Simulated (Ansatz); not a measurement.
BBrH2···H2O

Input file:

```
crystal:
  periodic: [false, false, false]
  atoms:
    - { symbol: B, position_ang: [0.0, 0.0, 0.0] }
    - { symbol: O, position_ang: [0.0, 0.0, 1.76] }
    - { symbol: H, position_ang: [-0.9095, -0.2814, 2.0971] }
    - { symbol: H, position_ang: [1.0305, 0.0, -0.595] }
    - { symbol: H, position_ang: [-1.0305, 0.0, -0.595] }
    - { symbol: Br, position_ang: [0.1049, 2.2181, 0.7379] }
    - { symbol: H, position_ang: [0.0529, 1.119, 1.7348] }
basis:
  gaussian: { orbitals: def2-SVP }
hamiltonian:
  xc: b3lyp
  dispersion: d4
relax:
  f_tol: 0.15
  max_steps: 25
  restrain:
    - { distance: [0, 5], at: 2.04, k: 30.0 }
    - { distance: [6, 1], at: 1.01, k: 30.0 }
    - { distance: [0, 1], at: 2.61, k: 30.0 }
    - { distance: [6, 5], at: 2.75, k: 30.0 }
output:
  orbitals: {}
```

Run with:

```sh
ansatz run input.yaml --threads 1 --pin off --max-ram 2048MiB --backend cpu --events-out ev --progress --plain --runs-dir out
```

The fields are those of the run's last geometry, not of the input's.

Not at a stationary point (largest force 1.1 eV/Å).

These are results of RKS B3LYP-D4/def2-SVP in Ansatz 0.2.0, not measurements.

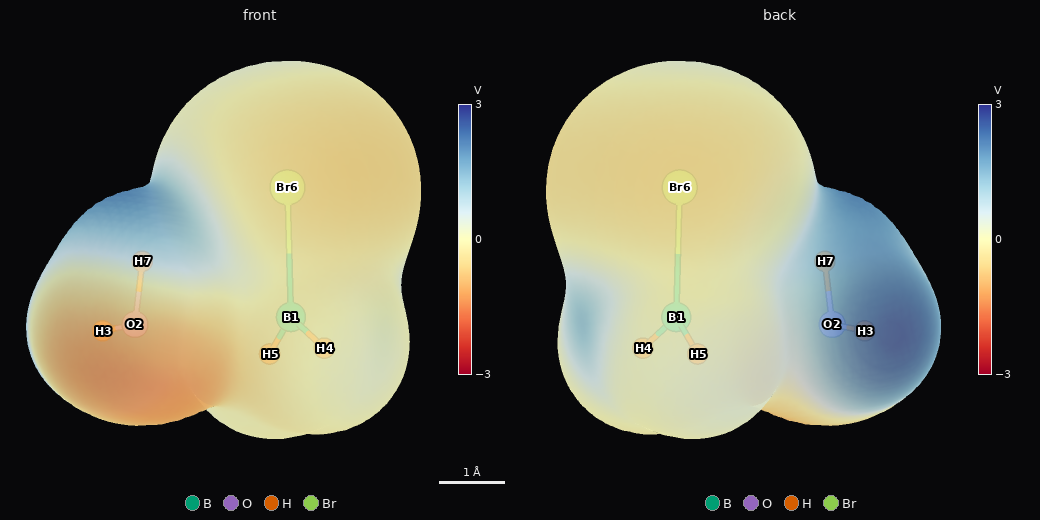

Figure 1. The molecular electrostatic potential painted on the density surface at 0.002 e/bohr³, seen from the front and from behind; red is negative and blue positive.

> Which sites attract a positive test charge, and which a negative one?

A positive charge is drawn to the negative regions and a negative charge to the positive ones. The most negative region (about −1.4 V) lies over O2, the most positive (about +2.5 V) over H3. O2 is the likeliest acceptor of a hydrogen bond.

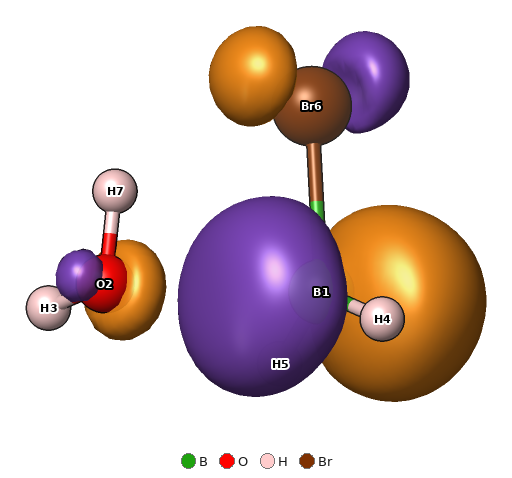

Figure 2. One frontier orbital at ±0.15 Å⁻³ᐟ² (orange and purple are the two phases), seen at a tilt.

> Which orbital is it: HOMO or LUMO?

The LUMO, at −1.51 eV. By Hirshfeld shares it lies mainly on B1 (about 60 %), Br6 (about 15 %), H5 (about 5 %), H4 (about 5 %) and O2 (about 5 %).

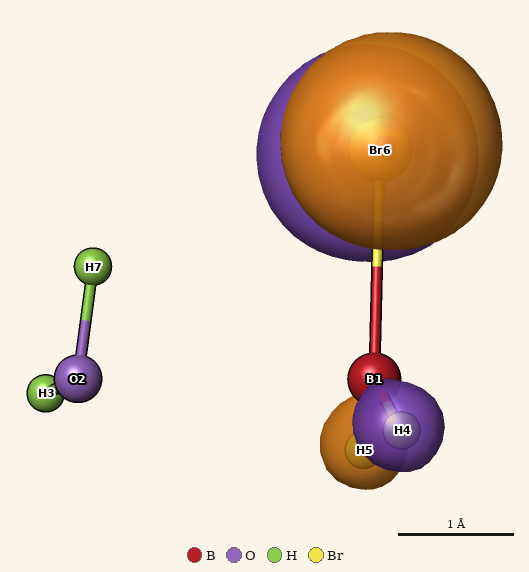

Figure 3. One frontier orbital at ±0.2 Å⁻³ᐟ² (orange and purple are the two phases), seen across its widest extent.

> Which orbital is it: HOMO or LUMO?

The HOMO, at −7.65 eV. It lies mainly on Br6 (about 85 %) and B1 (about 10 %); largely a lone pair of Br6.
